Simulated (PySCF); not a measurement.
The calculation's input:

```
{"job": {"kind": "nmr", "xc": "PBE0", "basis": "pcSseg-1"}, "charge": 0, "multiplicity": 1}
C     -1.298785     1.643999     0.217093
Si    -2.163950     0.007293    -0.211498
O     -1.303766    -1.319055     0.125293
B     -0.200032    -1.896094     0.589375
B      1.066037    -0.983138     1.235781
O      1.903201    -0.315061     0.449001
Si     2.389001     0.168461    -1.006899
H     -0.380266     1.766462    -0.352475
H     -1.030950     1.684667     1.270984
H     -1.931839     2.501236     0.006956
H     -3.379590    -0.165837     0.588901
H     -2.392274    -0.096102    -1.656233
H     -0.177946    -3.080920     0.487896
H      1.273463    -0.859881     2.400856
H      1.602201    -0.399542    -2.107828
H      3.781832    -0.268985    -1.077295
H      2.236667     1.624526    -0.969817
```

Launched as:

```sh
OMP_NUM_THREADS=1 python probes_run.py task.json out
```

Geometry: GFN2-xTB.

Method: PBE0/pcSseg-1, SCF density, gas phase, non-relativistic in PySCF.

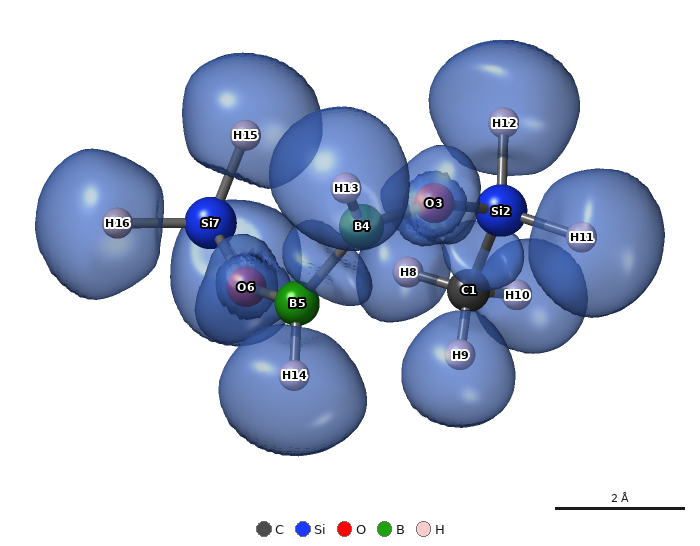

CH$_{10}$B$_{2}$O$_{2}$Si$_{2}$ (SMILES C[SiH2]OBBO[SiH3]). Isosurface of the electron localisation function at 0.8 (blue), seen from one side. Only the valence region is drawn (cores and ρ < 0.01 e/Å³ removed).

**Identify the bonds, lone pairs and shells in this picture.**

At this value the surface marks out one region between bonded B–B atoms (shared pairs), one region between bonded C–Si atoms (shared pairs), ten regions around hydrogen nuclei and two regions on O in which the atom's valence shell and bonds are merged.

Values along the shortest contacts:
B–O (1.33 Å): the ELF peaks at about 0.90 between the atoms; a polar covalent bond. Si–O (1.61 Å): the ELF peaks at about 0.85 between the atoms (a short, strongly polar bond).
